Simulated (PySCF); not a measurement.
# Single-point calculation of CNTl

CNTl (Tl(NC)), computed with RKS TPSS, Tl def2-SVP with ECP60, N def2-SVP, C def2-SVP; non-relativistic Hamiltonian with a scalar-relativistic core potential; density fitting (PySCF 2.14.0).

It belongs to a series of runs on one base structure; here: finer grid at the relaxed geometry.

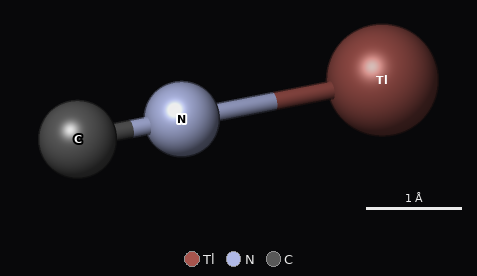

Figure 1. The structure (ball-and-stick view, seen at a tilt). Sticks mark near contacts.

Key numbers

```csv
quantity,value
outcome,converged
total energy,−265.260624 hartree
HOMO,−5.73 eV
LUMO,−2.70 eV
largest force (length of the vector),0.003 eV/Å
dipole moment,6.61 D
hardware,"2 threads of Arm Neoverse N1, 24 GiB of memory available, shared host"
wall time,5.5 s (CPU time 11 s)
peak memory,0.51 GiB
```

Input file
```python
mol = gto.M(atom='''
Tl     0.00000    -0.00000    -0.23772
N      0.00000    -0.00000     2.06134
C      0.00000    -0.00000     3.25366''',
    basis={'Tl': 'def2-SVP', 'N': 'def2-SVP', 'C': 'def2-SVP'},
    ecp={'Tl': 'def2-SVP'},
    charge=0, spin=0)
mf = dft.RKS(mol, xc='TPSS')
mf.grids.atom_grid = (75, 302)  # f atoms: at least (60, 302), unpruned
mf = mf.density_fit()  # Tl def2-universal-JKFIT, N def2-universal-JKFIT, C def2-universal-JKFIT
mf.conv_tol = 1e-09; mf.max_cycle = 55
mf.kernel(dm0)
```

The script is an equivalent of the set-up of the self-consistent field. The run itself was carried out by a driver, which started from the orbitals of the step before it where there was one and computed the further properties.

Launched with:
```bash
OMP_NUM_THREADS=2 python <driver script>
```

The program's output
```
init E= -265.260624225207
  HOMO = -0.210535331870906  LUMO = -0.0992375280281402  gap/eV = 3.02857
cycle= 1 E= -265.260624349727  delta_E= -1.25e-07  |g|= 0.000199  |ddm|= 0.00205
  HOMO = -0.210503712555594  LUMO = -0.0992690153792928  gap/eV = 3.02685
cycle= 2 E= -265.260624281234  delta_E= 6.85e-08  |g|= 0.000568  |ddm|= 0.000659
  HOMO = -0.210528924280956  LUMO = -0.0992587984714061  gap/eV = 3.02781
cycle= 3 E= -265.260624358977  delta_E= -7.77e-08  |g|= 6.75e-05  |ddm|= 0.000432
  HOMO = -0.210535144546141  LUMO = -0.0992551374648418  gap/eV = 3.02808
cycle= 4 E= -265.260624360055  delta_E= -1.08e-09  |g|= 1.64e-05  |ddm|= 9.62e-05
  HOMO = -0.21053190290449  LUMO = -0.0992552164848912  gap/eV = 3.02799
cycle= 5 E= -265.26062436015  delta_E= -9.44e-11  |g|= 2.43e-06  |ddm|= 2.26e-05
  HOMO = -0.210532978853371  LUMO = -0.0992553873154665  gap/eV = 3.02802
Extra cycle  E= -265.260624360148  delta_E= 1.88e-12  |g|= 3.11e-06  |ddm|= 8.72e-06
converged SCF energy = -265.260624360148
```

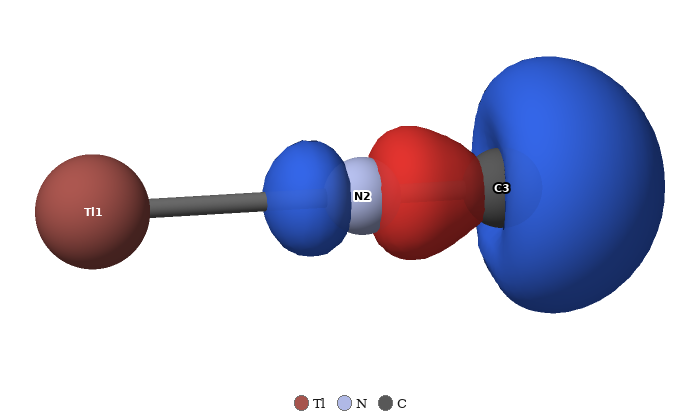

Figure 2. One frontier orbital at ±0.2 Å⁻³ᐟ² (blue and red are the two phases), seen from the side. The HOMO, at −5.73 eV. It lies mainly on C3 (75 %), N2 (15 %) and Tl1 (10 %); it is of σ type.

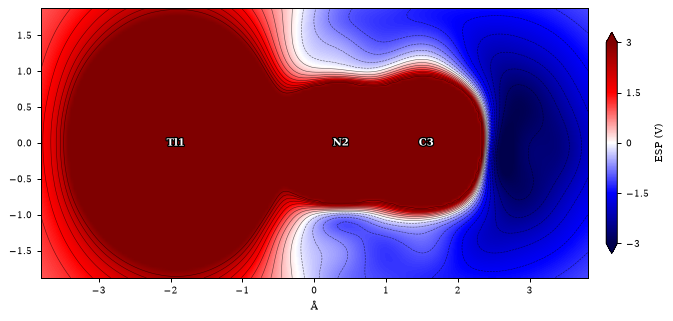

Figure 3. Electrostatic potential on a plane that holds the molecular axis.

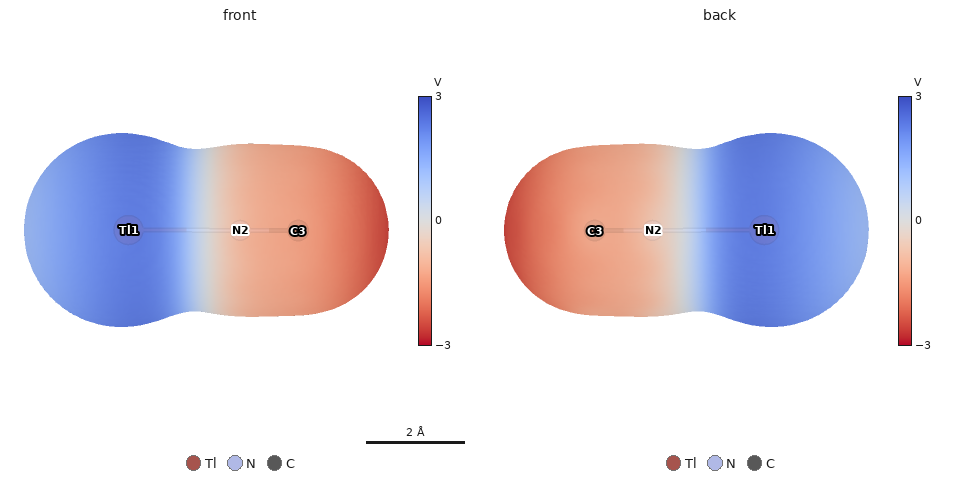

Figure 4. The electrostatic potential painted on the density surface at 0.002 e/bohr³, seen face on and from behind; the colour scale runs from red (negative) to blue (positive).
